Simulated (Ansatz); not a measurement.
**Dielectric response of BaHfO3 (001), HfO2 faces films**

Wanted: ε of perovskite BaHfO3 (001), HfO2 faces by finite fields on slabs, and the band edges against the vacuum where run.

Program: Ansatz 0.2.0. Level of theory: plane-wave DFT, PBE, Ansatz PAW, in the first sound run; inputs show where later runs differ. Results are calculated unless marked as measured.

## 1. The structure

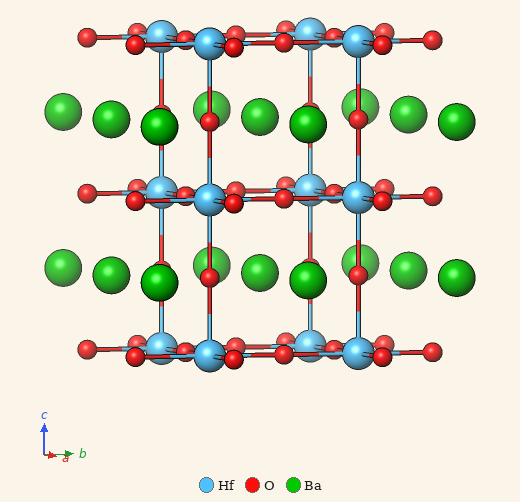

The cell as given, from the side, with the c axis up (hafnium blue, oxygen red, barium green). 2×2×1 cells are drawn. Some periodic images of atoms are drawn too.

The cell holds 13 atoms: 3 Hf, 8 O and 2 Ba. Cell: a = 4.170 Å, b = 4.170 Å, c = 26.340 Å, α = 90.0°, β = 90.0°, γ = 90.0°. It derives from BaHfO3 (perovskite BaHfO3). Vacuum lies along c.

## 2. Relaxation, 13 atoms, units 2

The structure is relaxed first, because levels and dipoles at a surface follow the positions of the outer atoms.

input.yaml reads:

```yaml
crystal:
  lattice:
    - [4.17, 0.0, 0.0]
    - [0.0, 4.17, 0.0]
    - [0.0, 0.0, 26.34]
  atoms:
    - { symbol: Hf, position: [0.5, 0.5, 0.3416856492] }
    - { symbol: O, position: [0.0, 0.5, 0.3416856492] }
    - { symbol: O, position: [0.5, 0.0, 0.3416856492] }
    - { symbol: Ba, position: [0.0, 0.0, 0.4208428246] }
    - { symbol: O, position: [0.5, 0.5, 0.4208428246] }
    - { symbol: Hf, position: [0.5, 0.5, 0.5] }
    - { symbol: O, position: [0.0, 0.5, 0.5] }
    - { symbol: O, position: [0.5, 0.0, 0.5] }
    - { symbol: Ba, position: [0.0, 0.0, 0.5791571754] }
    - { symbol: O, position: [0.5, 0.5, 0.5791571754] }
    - { symbol: Hf, position: [0.5, 0.5, 0.6583143508] }
    - { symbol: O, position: [0.0, 0.5, 0.6583143508] }
    - { symbol: O, position: [0.5, 0.0, 0.6583143508] }
kpoints:
  mp_grid: { grid: [6, 6, 1] }
hamiltonian:
  xc: pbe
scf:
  occupations: { method: fixed }
  convergence: { dr2_threshold: 1.0e-09 }
efield:
  axis: 3
  dipole_correction: true
  ramp_position: 0.97
  ramp_width: 0.06
relax:
  f_tol: 0.003
  max_steps: 100
output:
  write_potential: true
  write_density: true
  volumetric_format: npy
```

Run with:

```console
> ansatz run input.yaml --threads 4 --pin off --max-ram 16384MiB --backend cpu --events-out ev --progress --plain --runs-dir out
```

Numbers of over 12 decimals in the logs are rounded to 6 here.

Log:

```text
Engine: ansatz 0.2.0, aarch64-unknown-linux-gnu
Pseudopotentials: kind: paw
Pseudopotential: Hf, paw, valence charge 26, recommended cutoff 420 eV (normal), Hf.paw.azcp
Pseudopotential: O, paw, valence charge 6, recommended cutoff 420 eV (normal), O.paw.azcp
Pseudopotential: Ba, paw, valence charge 10, recommended cutoff 420 eV (normal), Ba.paw.azcp
Functional definition: PBE
  parameter kappa = 0.804
  parameter beta = 0.066725
  exchange = pbe_x(kappa = kappa, mu = beta*pi^2/3)
  correlation = pbe_c(beta = beta)
Crystal: 13 atoms, lattice volume = 458.024 Å³
Basis set: ecut = 420 eV, 8857 PW (Γ), exchange–correlation on 60×60×360 points (8 copies of the dense FFT grid, shifted against one another)
Bands: 88, of which v1, the nominal top of the filled ones, is band 73 counted from 1 (72 counted from 0)
Symmetry: 8 space group operations
k-points: 10 of 36
Non-local potential: Hf, projectors of the file, l = 0: 3, l = 1: 2, l = 2: 2, l = 3: 3
Non-local potential: O, projectors of the file, l = 0: 2, l = 1: 2, l = 2: 1
Non-local potential: Ba, projectors of the file, l = 0: 3, l = 1: 2, l = 2: 2, l = 3: 2
PAW form: soft (Blöchl's): semilocal exchange-correlation on the pseudo side does not see the compensation charge
PAW one-centre angular grid: Hf, 590 points (default); XC on 64 Gauss nodes
PAW one-centre angular grid: O, 110 points (default); XC on 64 Gauss nodes
PAW one-centre angular grid: Ba, 194 points (default); XC on 64 Gauss nodes
Initial density: superposition of atomic densities (neutral atoms: chi_scale 0, normalization atom), corrected by the library's trained network
Initial wavefunctions: pseudopotential atomic-orbital guess
Functional: x = pbe(κ = 0.804, μ = 0.219515), c = pbe(β = 0.066725)
SCF iter   1: F=—  HF=-63623.859615 eV  |F-HF|=—  |Δ(HF+E_count)|=         —  Δρ=1.44e-3  dr2=3.26e-2  ethr=1.77e-3  p=0.000 e·Å  D=9.35e-14 V/Å  ΔV_dip=-0.00 eV  dr2_dipole=3.09e-9  V_vac-E_F(+/−)=4.82/4.82 eV  ⟨swp⟩=5.7  Hψ=3163  notcnv=0  defer=121
efield: sawtooth ramp at fractional position 0.9700 (set: `efield.ramp_position`, or a place that a band, a saddle search or an elastic batch's reference lends), width 0.0600; the density the first Hamiltonian is built on has a dipole p = 0.000 e·Å; the dipole correction subtracts the counter field D = 9.35e-14 V/Å, which shifts the + side's vacuum level by -0.00 eV against the − side's; the planar-averaged density in the ramp window peaks in size at 1.3e-5 e/Å³
preconditioner: auto → Resta (q_TF=auto, 2.255 Å⁻¹)  ε∞=2.5  [insulator: Δε(μ)=2.828 eV  Ē_g=16.608 eV  n_scr=106 (ndim 8)  ℏωp=20.5 eV  f_vac=0.571  ε∞_Penn≈2.5  vacuum switching on, ρ_ref=2.0e-2 e/Å³]
SCF iter   2: F=—  HF=-63623.861567 eV  |F-HF|=—  |Δ(HF+E_count)|=   1.95e-3  Δρ=1.11e-3  dr2=6.16e-3  ethr=2.23e-5  p=0.000 e·Å  D=1.19e-5 V/Å  ΔV_dip=-0.00 eV  dr2_dipole=2.33e-9  V_vac-E_F(+/−)=4.56/4.56 eV  ⟨swp⟩=4.0  Hψ=1820  notcnv=0  defer=130
density mixer auto → msr1: gapped (density of states about μ 0.01 of a free-electron gas's, 106 screened modes)
SCF iter   3: F=—  HF=-63623.861395 eV  |F-HF|=—  |Δ(HF+E_count)|=   1.72e-4  Δρ=5.30e-4  dr2=1.79e-3  ethr=4.22e-6  p=0.000 e·Å  D=1.55e-6 V/Å  ΔV_dip=-0.00 eV  dr2_dipole=2.79e-13  V_vac-E_F(+/−)=4.50/4.50 eV  ⟨swp⟩=3.0  Hψ=1416  notcnv=0  defer=130
SCF iter   4: F=—  HF=-63623.861432 eV  |F-HF|=—  |Δ(HF+E_count)|=   3.63e-5  Δρ=1.42e-4  dr2=1.10e-4  ethr=1.22e-6  p=-0.000 e·Å  D=-1.11e-6 V/Å  ΔV_dip=0.00 eV  dr2_dipole=1.88e-11  V_vac-E_F(+/−)=4.42/4.42 eV  ⟨swp⟩=3.0  Hψ=1452  notcnv=0  defer=129
SCF iter   5: F=—  HF=-63623.861473 eV  |F-HF|=—  |Δ(HF+E_count)|=   4.10e-5  Δρ=6.06e-5  dr2=1.45e-5  ethr=7.56e-8  p=0.000 e·Å  D=2.98e-7 V/Å  ΔV_dip=-0.00 eV  dr2_dipole=3.89e-17  V_vac-E_F(+/−)=4.39/4.39 eV  ⟨swp⟩=2.0  Hψ=1536  notcnv=0  defer=128
SCF iter   6: F=—  HF=-63623.861497 eV  |F-HF|=—  |Δ(HF+E_count)|=   2.40e-5  Δρ=2.78e-5  dr2=2.70e-6  ethr=9.94e-9  p=0.000 e·Å  D=1.71e-7 V/Å  ΔV_dip=-0.00 eV  dr2_dipole=4.76e-12  V_vac-E_F(+/−)=4.39/4.39 eV  ⟨swp⟩=2.0  Hψ=1372  notcnv=0  defer=118
SCF iter   7: F=—  HF=-63623.861807 eV  |F-HF|=—  |Δ(HF+E_count)|=   3.10e-4  Δρ=8.72e-6  dr2=3.31e-7  ethr=1.85e-9  p=-0.000 e·Å  D=-5.61e-7 V/Å  ΔV_dip=0.00 eV  dr2_dipole=7.41e-12  V_vac-E_F(+/−)=4.39/4.39 eV  ⟨swp⟩=2.0  Hψ=1533  notcnv=0  defer=105
SCF iter   8: F=—  HF=-63623.861807 eV  |F-HF|=—  |Δ(HF+E_count)|=   2.48e-7  Δρ=3.22e-6  dr2=3.85e-8  ethr=2.27e-10  p=-0.000 e·Å  D=-1.20e-7 V/Å  ΔV_dip=0.00 eV  dr2_dipole=2.46e-13  V_vac-E_F(+/−)=4.39/4.39 eV  ⟨swp⟩=2.0  Hψ=1513  notcnv=0  defer=105
SCF iter   9: F=—  HF=-63623.861807 eV  |F-HF|=—  |Δ(HF+E_count)|=   1.43e-7  Δρ=9.48e-7  dr2=3.11e-9  ethr=2.64e-11  p=0.000 e·Å  D=8.53e-8 V/Å  ΔV_dip=-0.00 eV  dr2_dipole=2.23e-13  V_vac-E_F(+/−)=4.39/4.39 eV  ⟨swp⟩=2.1  Hψ=1510  notcnv=0  defer=106
SCF iter  10: F=—  HF=-63623.861807 eV  |F-HF|=—  |Δ(HF+E_count)|=   6.66e-9  Δρ=5.29e-7  dr2=1.18e-9  ethr=1.00e-12  p=-0.000 e·Å  D=-7.54e-8 V/Å  ΔV_dip=0.00 eV  dr2_dipole=1.70e-13  V_vac-E_F(+/−)=4.39/4.39 eV  ⟨swp⟩=8.6  Hψ=6024  notcnv=0
SCF iter  11: F=-63623.861807 eV  HF=-63623.861807 eV  |F-HF|=3.42e-10  |Δ(HF+E_count)|=  2.55e-10  Δρ=3.14e-7  dr2=4.05e-10  ethr=1.00e-12  p=0.000 e·Å  D=6.32e-9 V/Å  ΔV_dip=-0.00 eV  dr2_dipole=2.00e-16  V_vac-E_F(+/−)=4.39/4.39 eV  ⟨swp⟩=8.0  Hψ=5260  notcnv=0
SCF 1 converged in 11 iterations: F = -63623.861807 eV  dr2 = 4.05e-10
  greatest PAW one-centre occupation: 0.999 electrons in one spin orbital (limit 2), on the Hf atom at site 5 (counted from 0), in its partial waves of l = 0
relax step   1: F+E_penalty+E_count = -63623.86180699 eV  Δ(F+E_penalty+E_count) = +0.000e0 eV  max|allowed force component| = 1.639e0 eV/Å  Δτ_max = 0.0000 Å  (11 SCF iters, accepted)
Initial density: handed on by an earlier stage of this run
Initial wavefunctions: those handed on with the density
iter 1 solved again at ethr=4.39e-5 eV; its pass at ethr=3.10e-3 eV (dr2=6.41e-2 eV) is discarded
SCF iter   1: F=—  HF=-63623.989432 eV  |F-HF|=—  |Δ(HF+E_count)|=         —  Δρ=4.19e-3  dr2=6.55e-2  ethr=4.39e-5  p=0.000 e·Å  D=6.32e-9 V/Å  ΔV_dip=-0.00 eV  dr2_dipole=1.70e-13  V_vac-E_F(+/−)=4.63/4.63 eV  ⟨swp⟩=2.4  Hψ=3616  notcnv=0  defer=130
[...]
relax step   4: F+E_penalty+E_count = -63624.09456258 eV  Δ(F+E_penalty+E_count) = -1.146e-1 eV  max|allowed force component| = 1.615e-1 eV/Å  Δτ_max = 0.0846 Å  (12 SCF iters, accepted)
[...]
relax step   5: F+E_penalty+E_count = -63624.09582712 eV  Δ(F+E_penalty+E_count) = -1.265e-3 eV  max|allowed force component| = 4.771e-2 eV/Å  Δτ_max = 0.0054 Å  (8 SCF iters, accepted)
[...]
relax step   6: F+E_penalty+E_count = -63624.09610534 eV  Δ(F+E_penalty+E_count) = -2.782e-4 eV  max|allowed force component| = 3.354e-3 eV/Å  Δτ_max = 0.0029 Å  (7 SCF iters, accepted)
SCF iter   1: F=—  HF=-63624.095811 eV  |F-HF|=—  |Δ(HF+E_count)|=         —  Δρ=4.95e-5  dr2=2.18e-5  ethr=2.87e-7  p=0.000 e·Å  D=8.43e-9 V/Å  ΔV_dip=-0.00 eV  dr2_dipole=1.41e-15  V_vac-E_F(+/−)=4.80/4.80 eV  ⟨swp⟩=2.0  Hψ=1291  notcnv=0  defer=112
efield: sawtooth ramp at fractional position 0.9700 (set: `efield.ramp_position`, or a place that a band, a saddle search or an elastic batch's reference lends), width 0.0600; the density the first Hamiltonian is built on has a dipole p = 0.000 e·Å; the dipole correction subtracts the counter field D = 8.43e-9 V/Å, which shifts the + side's vacuum level by -0.00 eV against the − side's; the planar-averaged density in the ramp window peaks in size at 6.2e-6 e/Å³
preconditioner: auto → Resta (q_TF=auto, 2.255 Å⁻¹)  ε∞=2.5  [insulator: Δε(μ)=3.083 eV  Ē_g=16.621 eV  n_scr=106 (ndim 8)  ℏωp=20.5 eV  f_vac=0.574  ε∞_Penn≈2.5  vacuum switching on, ρ_ref=2.0e-2 e/Å³]
SCF iter   2: F=—  HF=-63624.095801 eV  |F-HF|=—  |Δ(HF+E_count)|=   9.51e-6  Δρ=2.13e-5  dr2=2.33e-6  ethr=1.49e-8  p=0.000 e·Å  D=1.45e-8 V/Å  ΔV_dip=-0.00 eV  dr2_dipole=3.96e-15  V_vac-E_F(+/−)=4.80/4.80 eV  ⟨swp⟩=2.0  Hψ=1219  notcnv=0  defer=86  κ⁻¹=1.0e0(r=1)
density mixer auto → broyden: gapped, where msr1 would fit the directions that read negative (density of states about μ 0.00 of a free-electron gas's, 106 screened modes)
SCF iter   3: F=—  HF=-63624.096113 eV  |F-HF|=—  |Δ(HF+E_count)|=   3.11e-4  Δρ=1.21e-5  dr2=5.60e-7  ethr=1.59e-9  p=0.000 e·Å  D=2.38e-9 V/Å  ΔV_dip=-0.00 eV  dr2_dipole=3.57e-15  V_vac-E_F(+/−)=4.80/4.80 eV  ⟨swp⟩=2.0  Hψ=1384  notcnv=0  defer=86  κ⁻¹=1.1e-1(r=2)
SCF iter   4: F=—  HF=-63624.096112 eV  |F-HF|=—  |Δ(HF+E_count)|=   7.96e-8  Δρ=4.26e-6  dr2=7.06e-8  ethr=3.83e-10  p=-0.000 e·Å  D=-1.05e-8 V/Å  ΔV_dip=0.00 eV  dr2_dipole=1.91e-17  V_vac-E_F(+/−)=4.80/4.80 eV  ⟨swp⟩=2.0  Hψ=1384  notcnv=0  defer=86  κ⁻¹=1.0e-2(r=3)
SCF iter   5: F=—  HF=-63624.096112 eV  |F-HF|=—  |Δ(HF+E_count)|=   4.03e-9  Δρ=1.68e-6  dr2=7.53e-9  ethr=4.84e-11  p=-0.000 e·Å  D=-1.32e-8 V/Å  ΔV_dip=0.00 eV  dr2_dipole=6.95e-16  V_vac-E_F(+/−)=4.80/4.80 eV  ⟨swp⟩=2.0  Hψ=1515  notcnv=0  defer=86  κ⁻¹=5.5e-4(r=4)
SCF iter   6: F=-63624.096112 eV  HF=-63624.096112 eV  |F-HF|=2.11e-10  |Δ(HF+E_count)|=   2.20e-9  Δρ=3.96e-7  dr2=5.45e-10  ethr=1.00e-12  p=-0.000 e·Å  D=-2.04e-8 V/Å  ΔV_dip=0.00 eV  dr2_dipole=9.24e-16  V_vac-E_F(+/−)=4.80/4.80 eV  ⟨swp⟩=6.9  Hψ=5915  notcnv=0
SCF 7 converged in 6 iterations: F = -63624.096112 eV  dr2 = 5.45e-10
relax step   7: F+E_penalty+E_count = -63624.09611245 eV  Δ(F+E_penalty+E_count) = -7.109e-6 eV  max|allowed force component| = 1.710e-3 eV/Å  Δτ_max = 0.0007 Å  (6 SCF iters, accepted)
NSCF: frozen V_eff on 10 k-points
the band table was solved once a step of the walk had ended and its energy, with any forces and stress, was formed, with the checks that follow a solve (4864 applications of the Hamiltonian). They found nothing against the state; the energy, forces and stress were not computed again (output.eigenvalues in the input reference)
WARN: The output density's exchange-correlation potential varies sharply where the density is thin. Do not read a vacuum level from v_tot or v_xc, or from such a field of the output density. On a cell that repeats whose density bears no net charge and no dipole along the vacuum's axis use v_es (v_loc + v_h of the components); under efield.dipole_correction with no amplitude use v_es + v_field, which holds any externa [...]
SCF converged after 6 iterations
Stability not checked: this state was not tested for a lower state beside it, because the mixer in use, unlike msr1, does not test its closes by its own steps (another_mixer; see scf.mixing.algorithm and scf.lower_state_search)
Free energy (F): -63624.096112 eV
Harris-Foulkes:  -63624.096112 eV  (|F-HF|=2.11e-10)
Internal energy: -63624.096112 eV  (E = F + TS)
E sigma→0 (E₀):  -63624.096112 eV
Fermi energy:    2.008899 eV
Dipole field:    D = 0.000000 V/Å  (p = 0.000000 e·Å, saw-weighted, corrected)
Work function:   Φ+ = 4.8033 eV   Φ− = 4.8034 eV
Levels:          The Fermi level and band energies are counted from a zero that moves with the ramp; work functions are not
--- Per-component energies (eV) ---
  E_band       = -1661.860421
  E_kinetic    = 3000.022204
  E_local      = -189717.038606  (includes V_loc(G=0)·N_el)
  E_nonlocal   = -3231.021274
  E_hartree    = 93098.187650
  E_xc         = -1829.145080
  E_vxc        = -1826.150919  (∫ρ·V_xc dr)
  E_paw        = -32497.824518  (= ΣΔE_a)
  E_vpaw       = 3915.934730  (= ΣTr[D̂ρ^β])
  E_aug_tail   = 0.019792  (compensation charges beyond the density's cutoff)
  E_efield     = 0.000000  (sawtooth field / dipole correction)
  E_vefield    = 0.000000  (∫n·V_field dr)
  E_ewald      = 67552.703719
  E_smearing   = -0.000000  (= −TS)
  E_closure    = 0.000000  (closes the sum)
  Σ components = -63624.096112   (vs F -63624.096112, Δ=0.00e0)
--- Forces (eV/Å), atoms counted from 1 ---
  atom   1  Hf     0.00000000     0.00000000     0.00005727
  atom   2  O      0.00000000     0.00000000    -0.00135724
  atom   3  O     -0.00000000     0.00000000    -0.00135724
  atom   4  Ba    -0.00000000     0.00000000    -0.00129375
  atom   5  O      0.00000000     0.00000000     0.00170957
  atom   6  Hf     0.00000000     0.00000000     0.00000041
  atom   7  O     -0.00000000     0.00000000    -0.00000017
  atom   8  O     -0.00000000     0.00000000    -0.00000017
  atom   9  Ba     0.00000000     0.00000000     0.00129425
  atom  10  O     -0.00000000     0.00000000    -0.00171028
  atom  11  Hf     0.00000000     0.00000000    -0.00005708
  atom  12  O     -0.00000000     0.00000000     0.00135719
  atom  13  O     -0.00000000     0.00000000     0.00135719
  max |Σ_I F_I| component: 5.93e-8 eV/Å
--- Band table (eV; the first three rows and the last of 10) ---
  k-point 0: bands = [... 69 lower, 1.4987, 1.4987, 1.5166, 1.5166, 5.0906, 5.0906, 5.1863, 5.3925, ... 11 higher]
  k-point 1: bands = [... 69 lower, 1.0785, 1.1334, 1.2719, 1.2907, 5.1593, 5.5926, 5.6128, 5.7972, ... 11 higher]
  k-point 2: bands = [... 69 lower, 0.9705, 0.9909, 0.9950, 0.9969, 5.3202, 6.0297, 6.1771, 6.1772, ... 11 higher]
  k-point 9: bands = [... 69 lower, 1.0518, 1.5059, 2.0079, 2.0089, 6.6762, 6.9138, 7.5895, 7.5895, ... 11 higher]
--- Relaxed structure (7 steps of the walk, 6 accepted, 0 SCFs on fresh bases) ---
  F+E_penalty+E_count = -63624.09611245 eV   max|allowed force component| = 1.710e-3 eV/Å
  atoms:
    - { symbol: Hf, position: [0.5, 0.5, 0.344278] }
    - { symbol: O, position: [0, 0.5, 0.342056] }
    - { symbol: O, position: [0.5, 0.0, 0.342056] }
    - { symbol: Ba, position: [0, 0.0, 0.416604] }
    - { symbol: O, position: [0.5, 0.5, 0.419649] }
    - { symbol: Hf, position: [0.5, 0.5, 0.500000] }
    - { symbol: O, position: [0, 0.5, 0.500000] }
    - { symbol: O, position: [0.5, 0.0, 0.500000] }
    - { symbol: Ba, position: [0, 0.0, 0.583396] }
    - { symbol: O, position: [0.5, 0.5, 0.580351] }
    - { symbol: Hf, position: [0.5, 0.5, 0.655722] }
    - { symbol: O, position: [0, 0.5, 0.657944] }
    - { symbol: O, position: [0.5, 0.0, 0.657944] }
```

Elapsed: 80 s, on 4 threads of Arm Neoverse V1, shared host; peak memory 1.2 GiB.

The steps of the relaxation:

```csv
step,energy less that of the first step (eV),largest force component (eV/Å)
1,0.0000,1.6394
2,-0.1181,1.4291
3,1.6462,9.6520
4,-0.2328,0.1615
5,-0.2340,0.0477
6,-0.2343,0.0034
7,-0.2343,0.0017
```

Relaxation step 3 was tried and not accepted.

The run keeps the 8 symmetry operations that it works with, so distortions that break them were not tested.

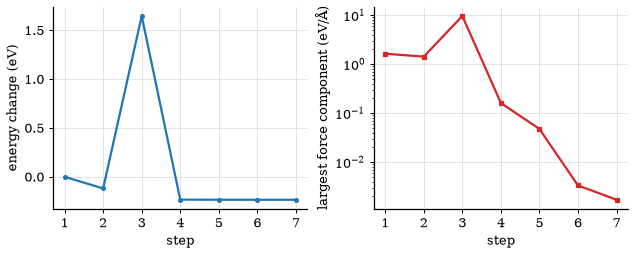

Energy and largest force along the relaxation.

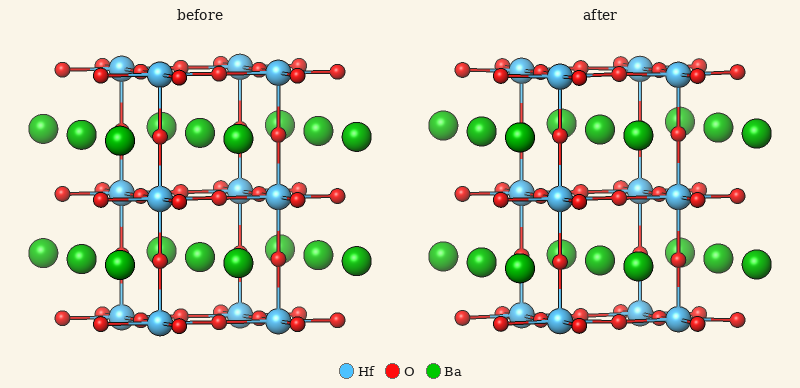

Before and after, at one scale.

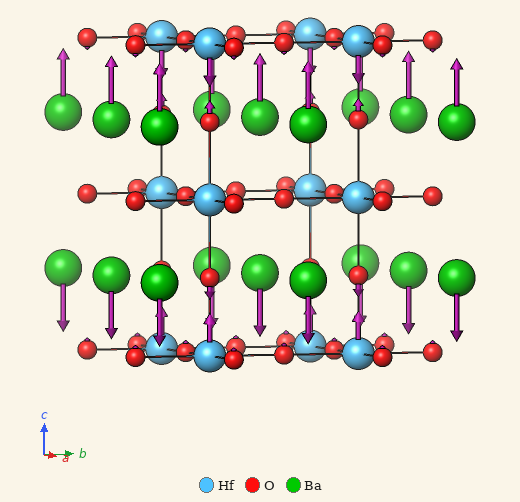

Displacements in the relaxation, exaggerated; the longest in the cell stands for 0.11 Å. 2×2×1 cells are drawn. Some periodic images of atoms are drawn too.

The atoms that moved most (Å):

```csv
atom,dx,dy,dz,length
Ba4,0.000,0.000,-0.112,0.112
Ba9,0.000,0.000,0.112,0.112
Hf1,0.000,0.000,0.068,0.068
Hf11,0.000,0.000,-0.068,0.068
O10,0.000,0.000,0.031,0.031
O5,0.000,0.000,-0.031,0.031
O12,0.000,0.000,-0.010,0.010
O13,0.000,0.000,-0.010,0.010
```

Numbers from this step:

| Item | Value |
| --- | --- |
| gap on the k-mesh | 3.082 eV |
| dipole along the normal | 1.67e-8 e·Å |
| ionisation energy, upper face | 4.803 eV |
| electron affinity, upper face | 1.722 eV |

Running mean over 4.17 Å of the planar mean; the ramp of the sawtooth is left out. Electron's electrostatic potential energy less the highest filled level against z:

```csv
z (Å),electron's electrostatic potential energy less the highest filled level (eV)
4,4.80
6,4.63
8,0.00735
10,-4.64
12,-5.00
14,-4.83
16,-4.86
18,-0.620
20,4.30
22,4.80
```

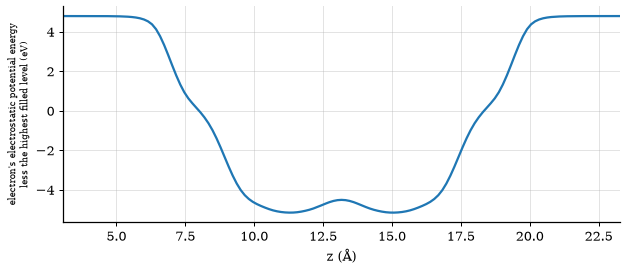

Electron's electrostatic potential energy less the highest filled level against z.

The relaxation took 7 steps and lowered the energy by 0.23 eV; the largest force on the free atoms ends at 0.0017 eV/Å.

The gap is 3.08 eV, with the valence edge 4.80 eV and the conduction edge 1.72 eV under the upper vacuum level.

(Continued in part 2 of 7.)

[Logs are printed without paths, hosts, clocks, repeated set-up lines and the standing remarks that a program may print on its own settings, such as how far it seeks lower states.]

[Hosts, paths, dates, database ids (printed as entryN), source tags and the programs' standing remarks are cut or masked in the printed files.]

[Maps of the electrostatic potential energy from Ansatz leave out the sawtooth potential of an applied field or a dipole correction, so their vacuum need not be flat; planar profiles and work functions include it.]
